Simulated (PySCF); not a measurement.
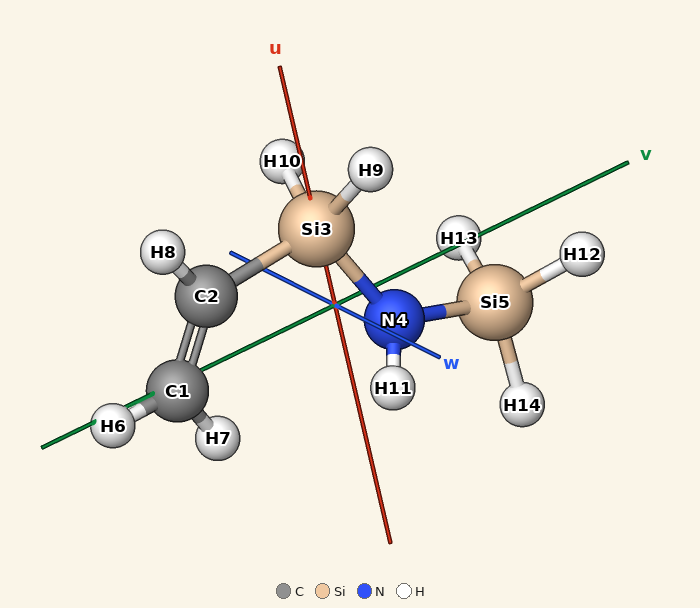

The lines u, v and w are the principal axes of the static dipole polarisability. Computed geometry: GFN2-xTB optimisation. No frequency run is at hand to confirm it as a minimum. Method: ωB97X-D/def2-SVPD (PySCF 2.14.0).

Question. Along which axis is the molecule most polarisable, and along which least?

Answer. Most along v (nearly parallel to the C2–Si3 bond), least along w.

Question. Give the three principal values.

Answer. u 85.5, v 97.9, w 68.6 bohr³; mean 84.0, anisotropy 25.5 bohr³.

The geometry is semi-empirical. Around Si such bond lengths and angles can be off by a tenth of an ångström or more and by several degrees, and values that hang on the shape move with them.
